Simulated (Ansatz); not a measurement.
# [HO2]− (hydroperoxide(1-)) at BCCD(T)/STO-3G

What is the energy change on altering one bond length of [HO2]− (hydroperoxide(1-)) at BCCD(T)/STO-3G? 

Program for the calculation: Ansatz 0.2.0.

8 further runs of the same task are left out: 8 that didn't finish.

### Step 1. The structure to begin with

The species is [HO2]− (3 atoms), meant as a singlet with charge -1. As SMILES, `[O-]O`. The shape is that of a GFN2-xTB optimisation.

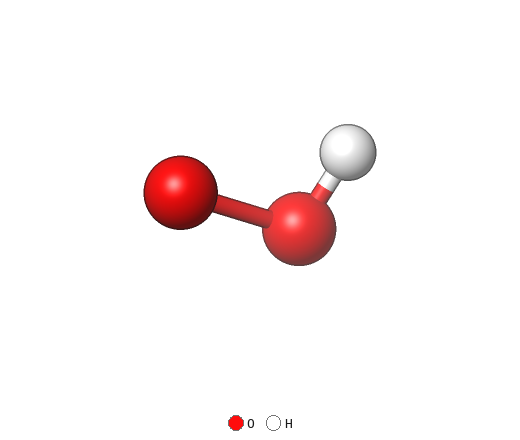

Viewed from a chosen angle; oxygen red, hydrogen white.

### Step 2. The energy at BCCD(T)/STO-3G

Contents of job.yaml:

```yaml
crystal:
  periodic: [false, false, false]
  atoms:
    - {symbol: O, position_ang: [-0.355040, 1.013280, -0.080710]}
    - {symbol: O, position_ang: [-0.244450, -0.436620, -0.180910]}
    - {symbol: H, position_ang: [0.599490, -0.576670, 0.261620]}
basis:
  gaussian:
    orbitals: STO-3G
total_charge: -1
scf:
  omitted_lower_state_checks: [cluster_reference, increment]
accuracy: high
correlation:
  method: bccd_t
  frozen_orbitals: {H: 0, O: 1}
```

Started as:

```
$ ansatz run job.yaml --threads 1 --pin off --max-ram 2610MiB --events-out events.jsonl --progress --plain --runs-dir runs
```

Output, shortened:

```text
Warning: RAYON_NUM_THREADS=1 ignored (pool sized by the plan → 1); use --threads N
Functional definition: HF
  name "HF"
[...]
168 factors; integrals over basis functions are off by at most 4.4e-8 eV
[...]
mean field -4025.44498866 eV, -147.9323747888 hartree, gradient 2.2e-8 eV, S^2 0.000000; 0 other end points of the search recorded, 0 dependent functions left out
2 core orbitals not correlated: weight in the atoms' cores, before any rotation towards them, 1.000 or more for the frozen orbitals, at most 0.000 for the correlated occupied ones
reference -4025.44498866 eV, -147.9323747888 hartree; 7, 7 occupied and 2, 2 virtual orbitals, 168 factors
second order -1.35790112 eV of doubles, -0.00000000 eV of singles
cycle   1  -1.69237371 eV  change   -3.3e-1 eV  update   4.5e-2
[...]
cycle  24  -1.86578883 eV  change  -9.4e-10 eV  update  2.5e-10
perturbative correction -0.01104573 eV, -0.0004059231 hartree
Total energy: -4027.32182322 eV, -148.0013471865 hartree
Checks for a lower state left out: cluster_reference, increment
```

Run time: 0.1 s. Hardware: 1 thread of Arm Neoverse V1, shared host.

### Step 3. The distorted shape

Contents of run.yaml:

```yaml
crystal:
  periodic: [false, false, false]
  atoms:
    - {symbol: O, position_ang: [-0.382684, 1.375706, -0.055663]}
    - {symbol: O, position_ang: [-0.244450, -0.436620, -0.180910]}
    - {symbol: H, position_ang: [0.599490, -0.576670, 0.261620]}
basis:
  gaussian: {orbitals: STO-3G}
accuracy: high
correlation: {method: bccd_t, frozen_orbitals: {H: 0, O: 1}}
total_charge: -1
scf: {omitted_lower_state_checks: [cluster_reference, increment]}
```

Started as:

```
$ ansatz run run.yaml --threads 1 --pin off --max-ram 2610MiB --events-out events.jsonl --progress --plain --runs-dir runs
```

Output, shortened:

```text
Warning: RAYON_NUM_THREADS=1 ignored (pool sized by the plan → 1); use --threads N
Functional definition: HF
  name "HF"
[...]
168 factors; integrals over basis functions are off by at most 5.5e-8 eV
[...]
mean field -4023.79434507 eV, -147.8717147557 hartree, gradient 1.9e-8 eV, S^2 0.000000; 3 other end points of the search recorded, 0 dependent functions left out; unrestricted orbitals would lower it
2 core orbitals not correlated: weight in the atoms' cores, before any rotation towards them, 1.000 or more for the frozen orbitals, at most 0.000 for the correlated occupied ones
reference -4023.79434507 eV, -147.8717147557 hartree; 7, 7 occupied and 2, 2 virtual orbitals, 168 factors
second order -1.60732496 eV of doubles, -0.00000000 eV of singles
cycle   1  -1.90820071 eV  change   -3.0e-1 eV  update   8.7e-2
[...]
cycle  30  -2.23094712 eV  change  -7.2e-10 eV  update  6.6e-10
perturbative correction -0.03564398 eV, -0.0013098920 hartree
Total energy: -4026.06093617 eV, -147.9550104420 hartree
Checks for a lower state left out: cluster_reference, increment
```

Wall time 0.12 s (1 thread of Arm Neoverse V1, shared host).

### Step 4. What came out

Level: BCCD(T)/STO-3G, 2 core orbitals frozen.

| quantity | value |
| --- | --- |
| first shape: total energy | -148.00135 Eh |
| first shape: correlation energy (2 core orbitals frozen) | -69.0 mEh |
| first shape: (T) correction | -0.41 mEh |
| distorted shape: total energy | -147.95501 Eh |
| distorted shape: correlation energy (2 core orbitals frozen) | -83.3 mEh |
| distorted shape: (T) correction | -1.31 mEh |
| energy change with the O1–O2 bond stretched from 1.458 to 1.822 Å | 1.261 eV |

What this shows: With the O1–O2 bond stretched from 1.458 to 1.822 Å the energy rises by 1.26 eV (29 kcal/mol). The first shape isn't relaxed at this level, so the change isn't measured from a minimum. The minimal basis adds a large error of its own. The triples (first shape) make up 0.6 % of the correlation energy. The restricted solution (distorted shape) is unstable to spin breaking: an unrestricted one lies lower. The triples (distorted shape) make up 1.6 % of the correlation energy.
